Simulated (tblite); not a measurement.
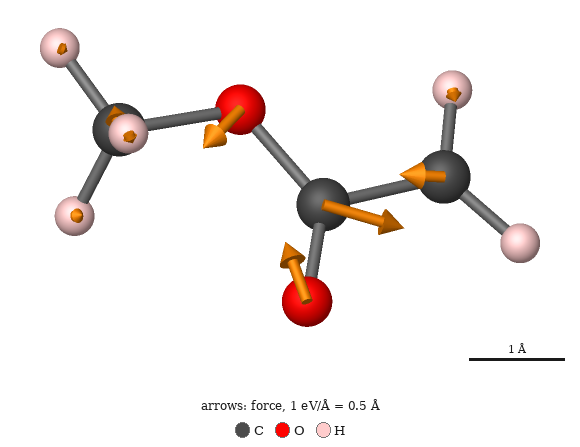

Starting geometry of C3H5O2 (multiplicity 2) with the computed forces as orange arrows. A ball-and-stick model, seen at a tilt.

Level of theory: GFN2-xTB geometry optimisation, gas phase in tblite. 

> Is this structure relaxed? If not, where do the atoms go?

It isn't relaxed: the largest force vector, on a C atom, is 1.81 eV/Å. The final displacements follow the starting forces only in part (cosine between the two patterns 0.66). The energy falls by 2.22 kcal/mol in 19 geometry steps. An O atom moves most after the best rigid fit: 0.069 Å. Largest moves by element: O 0.069 Å, H 0.034 Å, C 0.032 Å. Among the contacts that change: C–C 1.463 → 1.424 Å, C–O 1.435 → 1.414 Å, C–O 1.231 → 1.219 Å, C–O 1.349 → 1.358 Å. Among the angles between lasting bonds that change: O–C–O 128.5° → 122.4°, C–C–O 122.1° → 125.7°, H–C–H 111.2° → 108.3°.
